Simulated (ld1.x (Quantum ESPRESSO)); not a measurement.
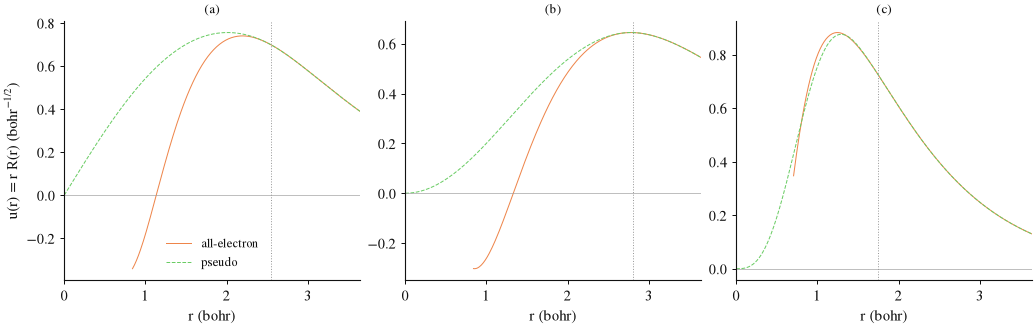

Partial waves u(r) = r R(r), all-electron (solid) and pseudo (dashed). Dotted lines mark the matching radii. The all-electron curves start outside the innermost oscillations, which aren't drawn.

ld1.x (Quantum ESPRESSO) 7.5, PBE, scalar-relativistic. The levels are (a) -22.13 eV, (b) -14.35 eV, (c) -25.88 eV.

> Which element and which shells are these?

Platinum (Pt), core [Xe] 4f14, valence 5d8 6s0 6p0 (charge +2): (a) 6s, (b) 6p, (c) 5d.

> Are the pseudo-waves norm-conserving?

No. It is a PAW set: the norm inside the radius is free, and the augmentation charge carries the difference.

The potential isn't sound: its ghost test gives ghost state below the valence levels: s at -99.7 eV.
